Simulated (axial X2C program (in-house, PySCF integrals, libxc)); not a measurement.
**Relativistic diatomic calculation, with input and output: IrO**

IrO, single determinant with M_S = 3/2 and |Λ| = 2 (not the lowest found). Level asked for: PBE0, spin-free X2C-1e, Ir dyall-cv3z, O dyall-av3z (cores contracted) (axial X2C program (in-house, PySCF integrals, libxc)).

The input:
```
{"zs": [77, 8], "q": 0, "bas": ["dyall-cv3z", "dyall-av3z"], "levels": ["PBE0", "HF", "r2SCAN0"], "cc": true, "r0": 1.72, "thr": -2.0, "nmax": 90, "npts": 10, "nst": 2, "ntry": 6}
```

The line is the task of a batch: nuclear charges, charge, bases, the levels to run, a first guess of the distance and further settings. This report covers PBE0 without spin-orbit coupling. The log is that of the reference distance 1.712 Å.

Hardware: 1 thread of Intel Xeon @ 2.50GHz (Skylake/Cascade Lake), 16 GiB of memory available, shared host.

The run was one of a batch that the task file lists, launched with:
```bash
python <driver script> task.json out
```

The program's output:
```
spin-free X2C-1e  PBE0
basis functions 232  fitting functions 1164  grid points 5075
iter        total energy     max residual
   1     -17903.792612041     3.93e+01
   2     -17904.725170884     4.90e-01
   3     -17904.725301020     2.32e-01
   4     -17904.728921578     1.99e-01
   5     -17904.731808008     1.76e-01
   6     -17904.732701299     9.25e-02
   7     -17904.732923141     4.00e-03
   8     -17904.732931010     8.88e-03
   9     -17904.732935587     1.09e-03
  10     -17904.732935652     1.20e-04
  11     -17904.732935682     1.77e-04
  12     -17904.732935685     4.73e-05
  13     -17904.732935686     1.49e-05
converged
one-electron -24928.78548279  Coulomb 7194.89522017  exact exchange -88.88126390  xc functional -272.36629347  nuclear repulsion 190.40488430
```

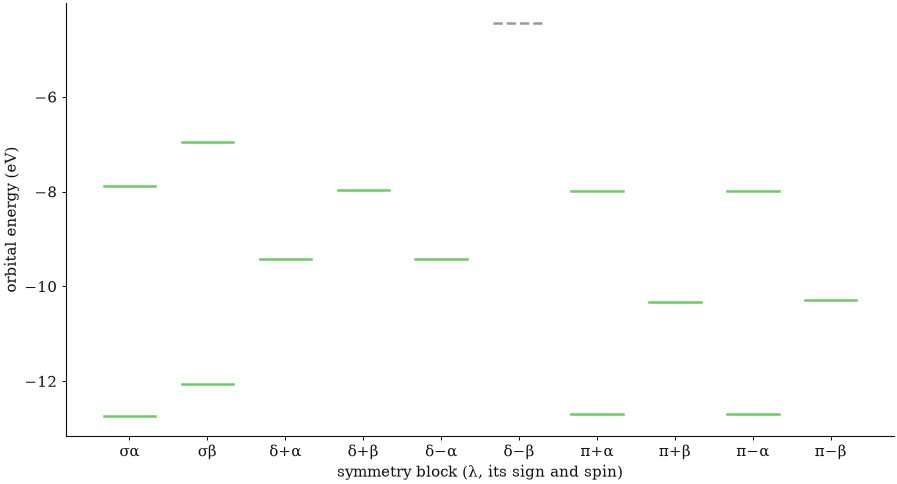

*Orbital energies near the frontier at 1.71 Å, filled (solid) and empty (dashed); a label such as π−α means λ = −1 and α spin.*

The highest filled orbital (σβ; 47 % Ir s, 29 % Ir d) lies at −6.95 eV, the lowest empty one (δ−β; 98 % Ir d) at −4.44 eV.

What the run reported:

```
                    quantity                                        value
                     outcome  not converged in a step after the SCF shown
largest ⟨S²⟩ along the curve                                         3.77
                   wall time                                        5.5 s
                 peak memory                                     0.95 GiB
```

What went wrong:

The SCF whose log is shown converged, but a later step did not. The run therefore gave no full result.
